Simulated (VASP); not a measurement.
Band structure of Na (bcc). Computed with PBEsol GGA, VASP's PBE PAW potentials (set 64) (plane waves; VASP).

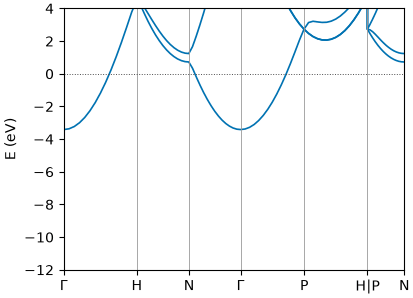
Figure. Bands along high-symmetry lines, zero at the valence-band maximum or, without a gap, the Fermi level

**Question.** Read the plot: is there a gap, and where are the band edges?

**Answer.** It has no gap at this level: it comes out as a metal or semimetal. (Edges off the drawn lines would not show.)

The compound is Na in the bcc structure. It was relaxed first, which changed the volume by -8 %.
